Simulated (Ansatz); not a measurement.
# Cl₂H₄OSi₂: what the fields show

The calculation's input:

```
crystal:
  periodic: [false, false, false]
  atoms:
    - {symbol: Si, position_ang: [-0.477878, -0.618221, -0.256222]}
    - {symbol: Si, position_ang: [0.542615, 1.304459, 0.571658]}
    - {symbol: O, position_ang: [0.669845, -1.634601, -0.802772]}
    - {symbol: H, position_ang: [0.406915, -2.477654, -1.179485]}
    - {symbol: Cl, position_ang: [-1.785835, -0.151680, -1.771711]}
    - {symbol: Cl, position_ang: [-1.594175, -1.535730, 1.205658]}
    - {symbol: H, position_ang: [-0.522263, 2.217762, 1.056999]}
    - {symbol: H, position_ang: [1.314572, 1.957681, -0.515609]}
    - {symbol: H, position_ang: [1.446105, 0.938086, 1.691585]}
basis:
  gaussian: {orbitals: def2-TZVPP}
hamiltonian: {xc: pbe0, dispersion: d4}
output: {orbitals: {seedname: orbitals}}
```

Run with:

```sh
ansatz run in.yaml --threads 8 --pin off --events-out ev --progress --plain --max-ram 19148MiB
```

The reactant side of a reaction path; geometry: PBE0-D4/def2-TZVP; a saddle point, not a minimum.

The calculation used RKS PBE0-D4/def2-TZVPP in Ansatz 0.2.0.

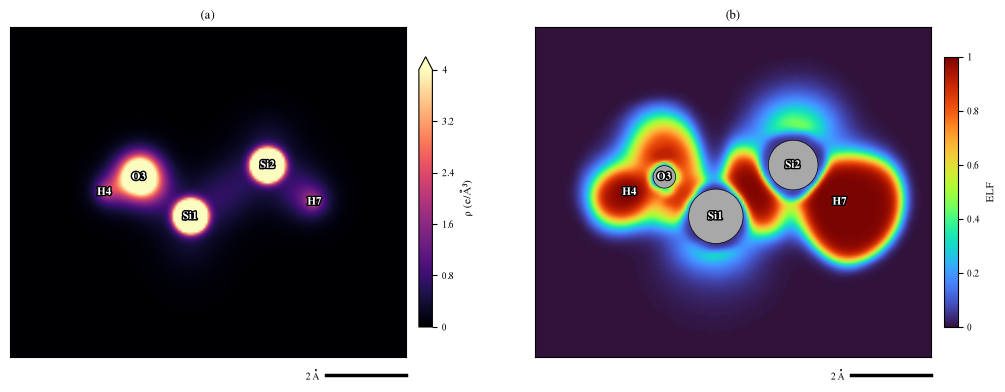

Figure 1. (a) electron density; (b) ELF on the plane of atoms Si2, Si1 and O3. Grey discs cover the atomic cores in the ELF map.

### What do the fields say about this system?

- Atoms in the plane: Si, O and H.
- Si–O (1.63 Å): the density is about 1.2 e/Å³ at the midpoint; the ELF peaks at about 0.85 between the atoms; a short, strongly polar bond.
- Si–Si (2.33 Å): the density is about 0.67 e/Å³ at the midpoint; the ELF peaks at about 1 between the atoms (localised, covalent bonding).
- O–H (0.96 Å): the density is about 3.8 e/Å³ at the midpoint; the ELF climbs to about 1 towards the hydrogen, as it does in any bond to H (an ordinary covalent bond to hydrogen).
- Si–H (1.48 Å): the density is about 0.8 e/Å³ at the midpoint; the ELF climbs to about 1 towards the hydrogen.
- The ELF also peaks beside O3, away from the bonds: lone-pair regions.

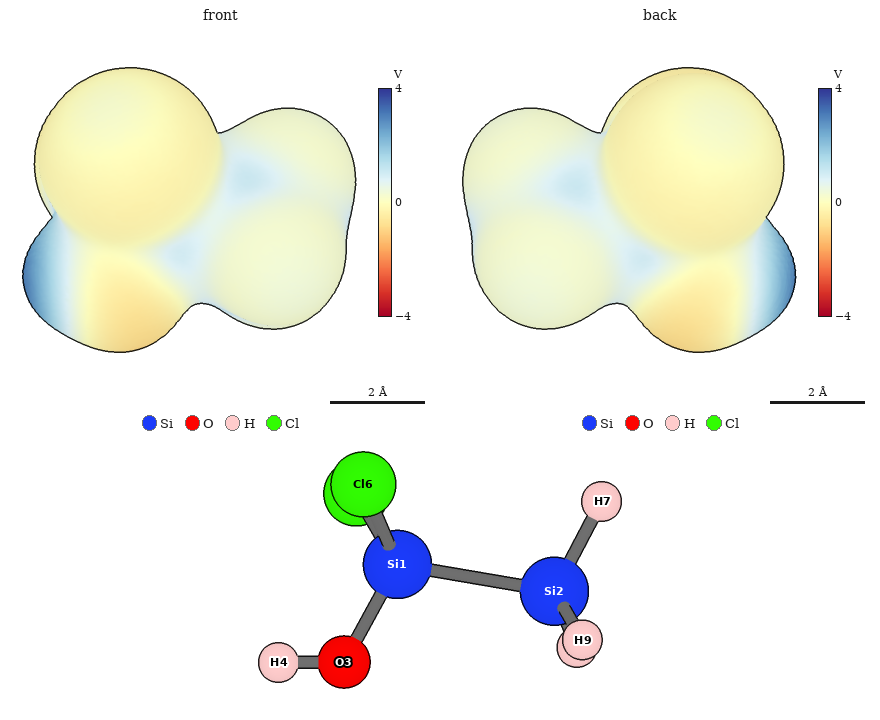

Figure 2. The molecular electrostatic potential painted on the density surface at 0.002 e/bohr³, seen from the front and from behind; red is negative and blue positive. The bare structure is drawn below in the same view.

### Describe the electrostatic potential map.

The most negative region (about −0.9 V) lies over O3, the most positive (about +3.0 V) over H4. Cl5 shows a σ-hole: about +0.2 V at the tip opposite its bond, against about −0.2 V on its flanks. Cl6 shows a σ-hole: about +0.2 V at the tip opposite its bond, against about −0.2 V on its flanks.

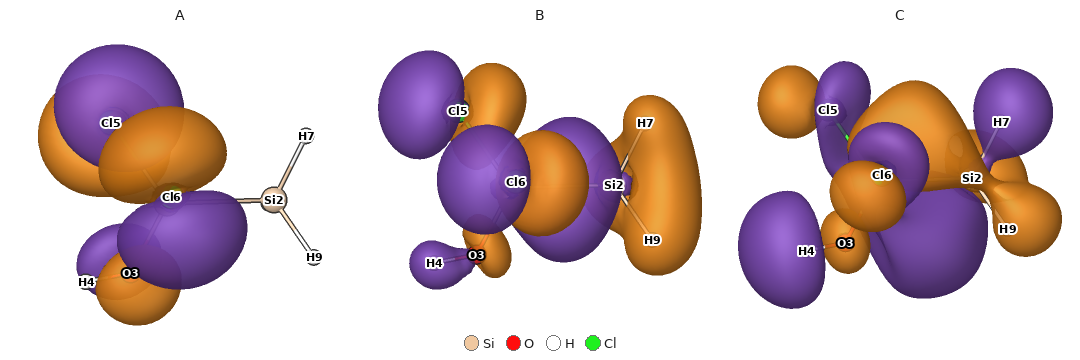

Figure 3. Three frontier orbitals at ±0.06 Å⁻³ᐟ² (orange and purple are the two phases), in no order.

### Order the three orbitals by energy and name them.

A is the HOMO−1 (−9.10 eV). It lies mainly on Cl5 (about 45 %), Cl6 (about 45 %) and O3 (about 10 %); largely a combination of lone pairs on Cl5, Cl6 and O3. B is the HOMO (−8.54 eV). Its weight (Hirshfeld) is mainly on Si2 (about 30 %), Si1 (about 20 %), Cl5 (about 20 %) and Cl6 (about 20 %). C is the LUMO (−0.29 eV). It lies mainly on Si1 (about 30 %), Si2 (about 25 %), Cl5 (about 10 %), Cl6 (about 10 %) and H4 (about 5 %).

### What is the HOMO–LUMO gap?

8.25 eV between the orbital energies.
